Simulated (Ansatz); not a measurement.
# AlH3OS: the cost of one run

Method: PBE0-D4/def2-SVP; program: Ansatz 0.2.0, Gaussian basis.

16 further runs of the same task are left out: 16 set aside as unsound or not needed.

### Step 1. The starting structure

The first end: 6 atoms, charge 0, spin multiplicity 1.

Atoms are counted from 1 here; the program's logs count them from 0.

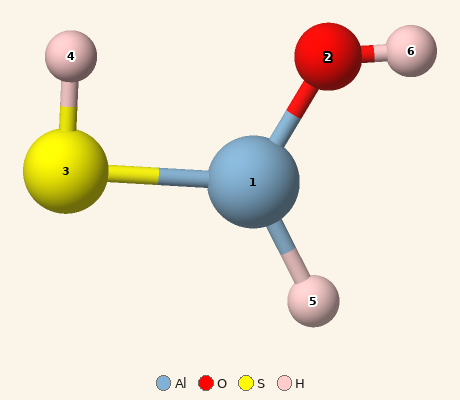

The starting geometry (aluminium light blue, oxygen red, sulfur yellow, hydrogen pink); atoms are numbered from 1 in the order of the file.

Geometry (Å):

```mol
AlH3OS
  3D, bonds by distance, orders not assigned

  6  5  0  0  0  0  0  0  0  0999 V2000
   -0.4031    0.3564   -0.1497 Al  0  0
    0.7019    0.3091    1.1327 O   0  0
   -0.3009   -1.2875   -1.5696 S   0  0
    0.7108   -1.8669   -0.8981 H   0  0
   -1.4580    1.5130   -0.3309 H   0  0
    0.7493    0.9760    1.8155 H   0  0
  1  2  8  0
  1  3  8  0
  1  5  8  0
  2  6  8  0
  3  4  8  0
M  END
```

The second end:

```mol
AlH3OS
  3D, bonds by distance, orders not assigned

  6  5  0  0  0  0  0  0  0  0999 V2000
   -0.7155    0.2737   -0.6378 Al  0  0
    0.7871    0.1360    0.6139 O   0  0
   -0.4530   -1.4795   -1.6394 S   0  0
    1.0235   -0.7786    0.3406 H   0  0
   -1.4202    1.6273   -0.2518 H   0  0
    0.7780    0.2212    1.5745 H   0  0
  1  2  8  0
  1  3  8  0
  1  5  8  0
  2  4  8  0
  2  6  8  0
M  END
```

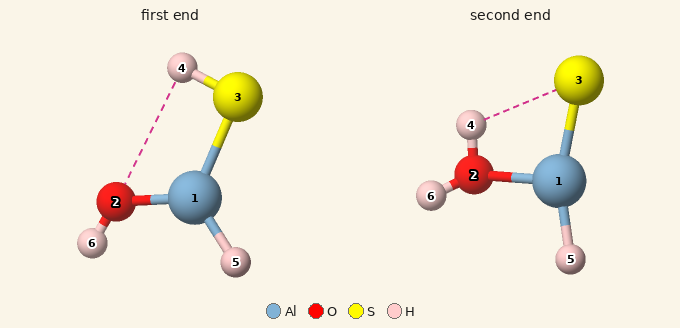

The two ends; dashed lines mark the contacts followed along the path.

### Step 2. The band at PBE0-D4/def2-SVP

neb/in.yaml reads:

```yaml
crystal:
  periodic: [false, false, false]
  atoms:
    - {symbol: Al, position_ang: [-0.403112, 0.356419, -0.149651]}
    - {symbol: O, position_ang: [0.701886, 0.309137, 1.132705]}
    - {symbol: S, position_ang: [-0.300938, -1.287496, -1.569554]}
    - {symbol: H, position_ang: [0.710802, -1.866908, -0.898094]}
    - {symbol: H, position_ang: [-1.457994, 1.512994, -0.330895]}
    - {symbol: H, position_ang: [0.749258, 0.975955, 1.815488]}
basis:
  gaussian: {orbitals: def2-SVP}
hamiltonian: {xc: pbe0, dispersion: d4}
neb:
  images: 5
  climbing: true
  max_iterations: 40
  initial_path: idpp
  final_atoms:
    - {symbol: Al, position_ang: [-0.715524, 0.273741, -0.637837]}
    - {symbol: O, position_ang: [0.787106, 0.136025, 0.613872]}
    - {symbol: S, position_ang: [-0.453018, -1.479501, -1.639371]}
    - {symbol: H, position_ang: [1.023541, -0.778622, 0.340618]}
    - {symbol: H, position_ang: [-1.420191, 1.627276, -0.251830]}
    - {symbol: H, position_ang: [0.777985, 0.221180, 1.574549]}
```

Run with:

```console
$ ansatz run in.yaml --threads 2 --pin off --events-out ev --progress --plain --max-ram 4352MiB
```

**Question.** How long does this run take on 2 threads of Arm Neoverse V2, shared host?

About 59 s.
